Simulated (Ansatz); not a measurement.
## Electronic structure of FH3N2OW (SMILES [NH]=[W](=[NH])([OH])[F]) in real space

```yaml
atoms:
  - { symbol: F, position_ang: [1.1780, -0.2153, 1.9656] }
  - { symbol: N, position_ang: [-1.0489, 1.1582, 0.6143] }
  - { symbol: N, position_ang: [1.1800, 0.2626, -0.9387] }
  - { symbol: O, position_ang: [-0.8235, -1.6883, -0.0307] }
  - { symbol: W, position_ang: [0.1292, -0.1083, 0.4051] }
  - { symbol: H, position_ang: [-1.5553, 2.0204, 0.4490] }
  - { symbol: H, position_ang: [1.5283, 0.8363, -1.7001] }
  - { symbol: H, position_ang: [-0.5878, -2.2655, -0.7645] }
```

Geometry: PBE0-D4/def2-SVP; core potentials replace the inner electrons of W.

Theory: Ansatz 0.2.0, isolated molecule in a Gaussian basis; Kohn-Sham density functional theory, functional PBE0.

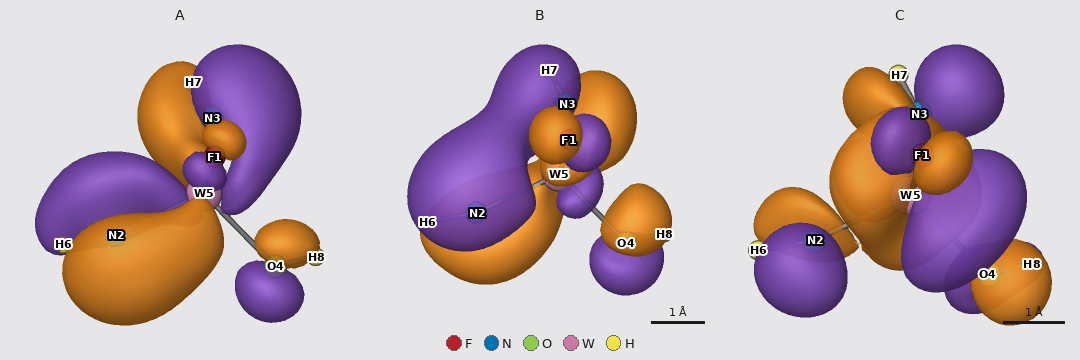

Figure 1. Three frontier orbitals at ±0.08 Å⁻³ᐟ² (orange and purple are the two phases), in no order.

Question: Which picture is the HOMO−1, the HOMO and the LUMO?

Answer: B is the HOMO−1 (−8.26 eV). By Hirshfeld shares it lies mainly on N2 (about 45 %), W5 (about 20 %), N3 (about 20 %) and O4 (about 10 %); largely a combination of lone pairs on N2, N3 and O4. A is the HOMO (−7.91 eV). Its weight (Hirshfeld) is mainly on N2 (about 40 %), N3 (about 30 %) and W5 (about 15 %); largely a combination of lone pairs on N2 and N3. C is the LUMO (−1.17 eV). It lies mainly on W5 (about 60 %), N3 (about 10 %), N2 (about 10 %), O4 (about 10 %) and F1 (about 5 %).

Question: What is the HOMO–LUMO gap?

Answer: 6.74 eV between the orbital energies.

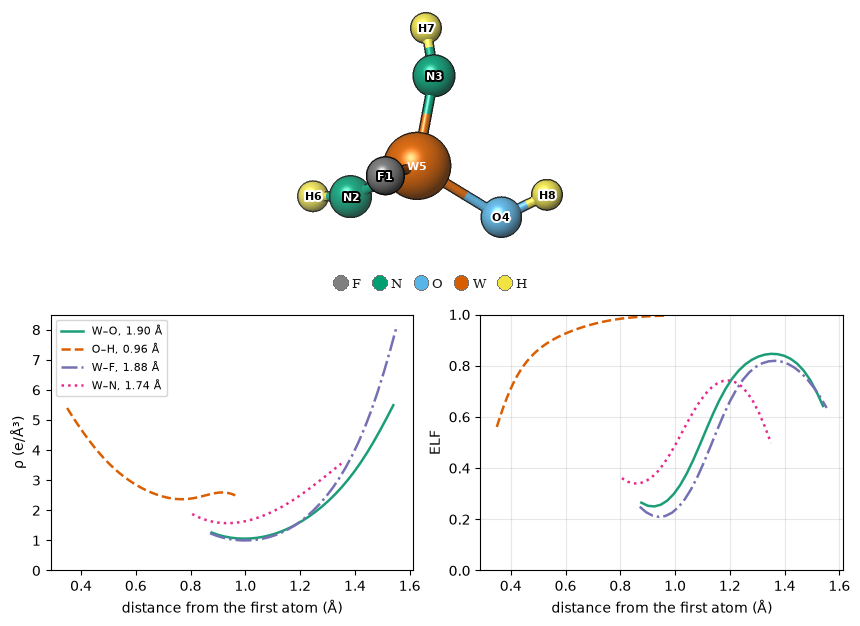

Figure 2. Electron density and ELF along straight lines between neighbouring atoms. The curves leave out the atomic cores. The structure is drawn too.

Question: What can be read from the curves?

Answer: W–O (1.90 Å): the density is about 1.1 e/Å³ at the midpoint; the ELF peaks at about 0.85 in the valence shell of O, 0.5 Å from its nucleus, and drops to about 0.25 between the two atoms.
O–H (0.96 Å): ρ is about 3.7 e/Å³ halfway; the ELF climbs to about 1 towards the hydrogen, as it does in any bond to H (an ordinary covalent bond to hydrogen).
W–F (1.88 Å): the density is about 1 e/Å³ at the midpoint; the ELF peaks at about 0.80 in the valence shell of F, 0.5 Å from its nucleus, and drops to about 0.20 between the two atoms.
W–N (1.74 Å): the density is about 1.6 e/Å³ at the midpoint; the ELF peaks at about 0.75 in the valence shell of N, 0.5 Å from its nucleus, and drops to about 0.35 between the two atoms.

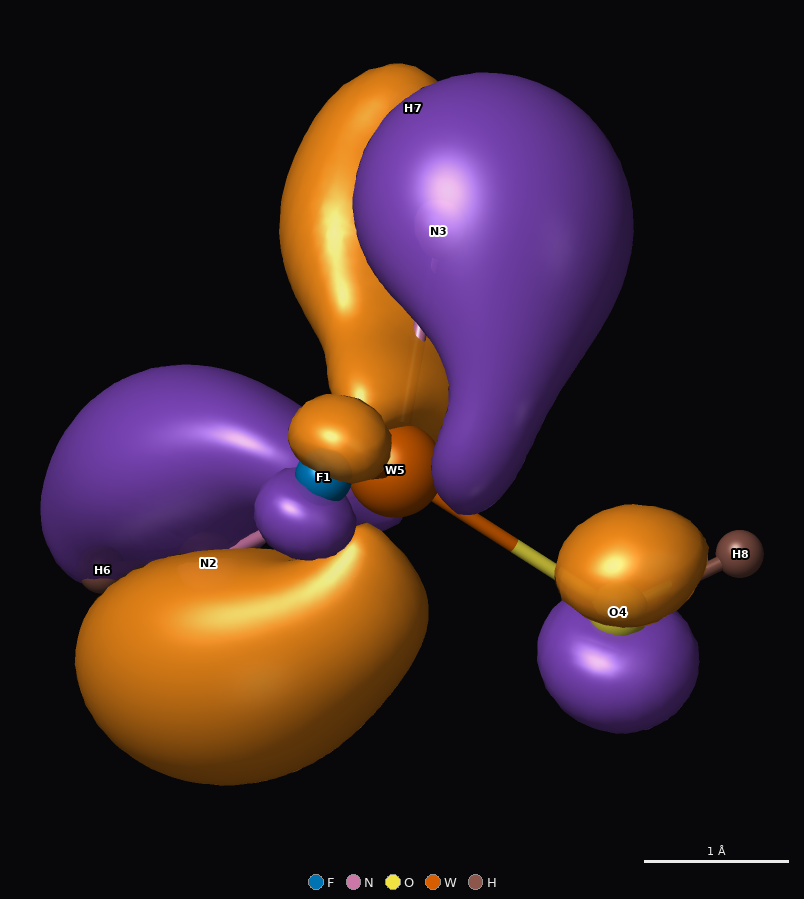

Figure 3. The HOMO at ±0.1 Å⁻³ᐟ² (orange and purple are the two phases), seen at a tilt.

Question: Describe this orbital and give its energy.

Answer: By Hirshfeld shares it lies mainly on N2 (about 40 %), N3 (about 30 %) and W5 (about 15 %); largely a combination of lone pairs on N2 and N3. Its energy is −7.91 eV.
